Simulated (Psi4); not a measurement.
# wB97X/def2-SVP (core potential) run of SnGeH6 (SMILES [GeH3][SnH3])

What is the energy change on altering one bond length of SnGeH6 at wB97X/def2-SVP (core potential)? 

The results are computed with Psi4 1.11.

## 1. The structure to begin with

SnGeH6: 8 atoms, total charge 0, spin state singlet. As SMILES, `[GeH3][SnH3]`. Geometry: relaxed at PBE0-D4/def2-TZVP.

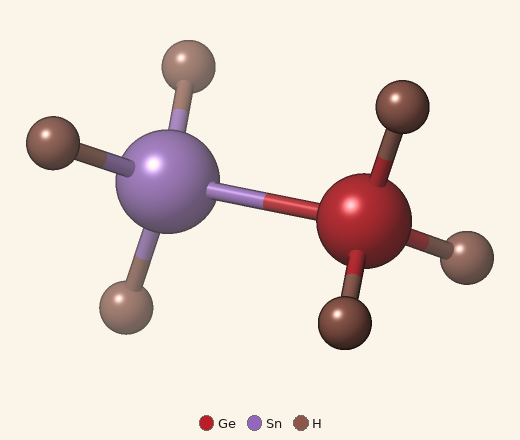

Viewed from a chosen angle; germanium red, tin purple, hydrogen brown.

## 2. The energy at wB97X/def2-SVP (core potential)

Input file job.dat:

```
memory 2200 MB

molecule m {
  Ge    -0.754100     0.285800    -1.041300
  Sn     0.751500    -0.290300     0.992300
  H     -1.830800     1.307300    -0.639500
  H     -1.453400    -0.978600    -1.567000
  H      0.087500     0.886500    -2.179300
  H     -0.187600    -0.932800     2.265200
  H      1.931000    -1.444200     0.553800
  H      1.547900     1.109100     1.560100
  symmetry c1
}

set basis def2-SVP
set puream true
set e_convergence 1e-09
set d_convergence 1e-08
set scf_type pk
set dft_radial_points 99
set dft_spherical_points 590

e_tot, wfn = energy("wb97x", return_wfn=True)
oeprop(wfn, "WIBERG_LOWDIN_INDICES", "DIPOLE", "LOWDIN_CHARGES", title="WB97X")
print_variables()
```

The run is started by

```
$ psi4 job.dat job.out -n 1
```

job.out:

```text
[...]
    !!!  WARNING: ECP capability is in beta. Please check occupations closely.  !!!
[...]
  Running in c1 symmetry.
[...]
  Nuclear repulsion =  223.743526757569867
[...]
  Multiplicity = 1
[...]
  Nalpha       = 30
  Nbeta        = 30
[...]
    Number of basis functions: 88
[...]
   @RKS iter   1: -2293.22413885050992   -3.42463e+00   2.72030e-02 ADIIS/DIIS
[...]
   @RKS iter  11: -2294.70111216135410    0.00000e+00   2.78172e-09 DIIS
[...]
    Orbital Energies [Eh]
    ---------------------
    Doubly Occupied:
       1A   -398.513064     2A    -49.790432     3A    -44.326045
       4A    -44.325665     5A    -44.325665     6A     -6.317274
       7A     -5.204051     8A     -4.494354     9A     -4.493481
      10A     -4.493481    11A     -3.552508    12A     -3.551903
      13A     -3.551903    14A     -1.324259    15A     -1.324258
      16A     -1.323397    17A     -1.321777    18A     -1.321777
      19A     -1.139711    20A     -1.139711    21A     -1.137722
      22A     -1.134983    23A     -1.134982    24A     -0.692283
      25A     -0.615443    26A     -0.451122    27A     -0.451115
      28A     -0.417229    29A     -0.417216    30A     -0.369460
[...]
  @RKS Final Energy: -2294.70111216135410
   => Energetics <=
    Nuclear Repulsion Energy =            223.7435267575698674
    One-Electron Energy =               -3720.4156434182878002
    Two-Electron Energy =                1278.0177846685137411
    DFT Exchange-Correlation Energy =     -76.0467801691499687
    Empirical Dispersion Energy =           0.0000000000000000
    VV10 Nonlocal Energy =                  0.0000000000000000
    Total Energy =                      -2294.7011121613541036
[...]
 Multipole Moments:
 ------------------------------------------------------------------------------------
     Multipole            Electronic (a.u.)      Nuclear  (a.u.)        Total (a.u.)
 ------------------------------------------------------------------------------------
 L = 1.  Multiply by 2.5417464519 to convert [e a0] to [Debye]
 Dipole X            :         33.7080511          -33.7272120           -0.0191609
 Dipole Y            :        -12.8979442           12.9052945            0.0073503
 Dipole Z            :         45.5259928          -45.5524116           -0.0264188
 Magnitude           :                                                    0.0334533
[...]
```

It took 15 s on 1 thread of Intel Xeon Platinum 8488C (Sapphire Rapids), shared host; peak memory 1.3 GiB.

## 3. The distorted shape: energy and gradient at wB97X/def2-SVP (core potential)

Input file calc.in:

```
memory 2200 MB

molecule molecule1 {
  0 1
  Ge
  Sn 1 r2
  H 1 r3 2 a3
  H 1 r4 3 a4 2 d4
  H 1 r5 4 a5 3 d5
  H 2 r6 1 a6 4 d6
  H 2 r7 6 a7 1 d7
  H 2 r8 7 a8 6 d8

  r2 = 2.595044
  r3 = 1.537592
  a3 = 110.42485
  r4 = 1.537559
  a4 = 108.49291
  d4 = 121.16591
  r5 = 1.9989
  a5 = 108.49129
  d5 = -117.67577
  r6 = 1.707334
  a6 = 110.40578
  d6 = -60.94657
  r7 = 1.707334
  a7 = 108.48995
  d7 = -121.17789
  r8 = 1.707328
  a8 = 108.48876
  d8 = 117.66768
  symmetry c1
  no_reorient
  no_com
}

set puream true
set e_convergence 1e-09
set d_convergence 1e-08
set scf_type pk
set dft_radial_points 99
set dft_spherical_points 590

gradient("wb97x/def2-SVP")
print_variables()
```

The run is started by

```
$ psi4 calc.in calc.out -n 1
```

calc.out (excerpt; [...] marks lines left out):

```text
[...]
    !!!  WARNING: ECP capability is in beta. Please check occupations closely.  !!!
[...]
  Running in c1 symmetry.
[...]
  Nuclear repulsion =  220.817838653096601
[...]
  Multiplicity = 1
[...]
  Nalpha       = 30
  Nbeta        = 30
[...]
    Number of basis functions: 88
[...]
   @RKS iter   1: -2293.09827729754261   -3.51414e+00   2.73074e-02 DIIS/ADIIS
[...]
   @RKS iter  11: -2294.66332735487094   -9.09495e-12   5.60417e-09 DIIS
[...]
  @RKS Final Energy: -2294.66332735487094
   => Energetics <=
    Nuclear Repulsion Energy =            220.8178386530966009
    One-Electron Energy =               -3714.1081828186652274
    Two-Electron Energy =                1274.6164529305774522
    DFT Exchange-Correlation Energy =     -75.9894361198800539
    Empirical Dispersion Energy =           0.0000000000000000
    VV10 Nonlocal Energy =                  0.0000000000000000
    Total Energy =                      -2294.6633273548709440
[...]
 Multipole Moments:
 ------------------------------------------------------------------------------------
     Multipole            Electronic (a.u.)      Nuclear  (a.u.)        Total (a.u.)
 ------------------------------------------------------------------------------------
 L = 1.  Multiply by 2.5417464519 to convert [e a0] to [Debye]
 Dipole X            :         -0.7410708            0.4927829           -0.2482879
 Dipole Y            :          0.4265354           -0.2833376            0.1431978
 Dipole Z            :         58.4967527          -58.3422734            0.1544793
 Magnitude           :                                                    0.3256015
[...]
  -Total Gradient:
     Atom            X                  Y                   Z
    ------   -----------------  -----------------  -----------------
       1       -0.045702076218     0.026371964881     0.019468433549
       2       -0.002624110563     0.001517080887    -0.001770530395
       3       -0.002223403462     0.001088354553     0.001731704753
       4       -0.002039508894     0.001374237368     0.001731343271
       5        0.051748254859    -0.029862277300    -0.021766640257
       6        0.001206703760    -0.000710192405     0.000471404681
       7        0.000182786110     0.000746394394     0.000113928362
       8       -0.000560452234    -0.000515639749     0.000100284464
[...]
```

Wall time 26 s (1 thread of Intel Xeon Platinum 8488C (Sapphire Rapids), shared host); peak memory 1.2 GiB.

## 4. Results

At wB97X/def2-SVP (core potential):

| quantity | value |
| --- | --- |
| first shape: total energy | -2294.70111 Eh |
| first shape: dipole moment | 0.09 D |
| first shape: HOMO energy | -10.05 eV |
| first shape: LUMO energy | 2.11 eV |
| first shape: HOMO–LUMO gap | 12.16 eV |
| distorted shape: total energy | -2294.66333 Eh |
| distorted shape: dipole moment | 0.83 D |
| distorted shape: HOMO energy | -10.04 eV |
| distorted shape: LUMO energy | 1.06 eV |
| distorted shape: HOMO–LUMO gap | 11.10 eV |
| distorted shape: largest force on an atom | 3.270 eV/Å |
| energy change with the Ge1–H5 bond stretched from 1.538 to 1.999 Å | 1.028 eV |

**Reading.** With the Ge1–H5 bond stretched from 1.538 to 1.999 Å the energy rises by 1.03 eV (24 kcal/mol). The first shape isn't relaxed at this level, so the change isn't measured from a minimum.
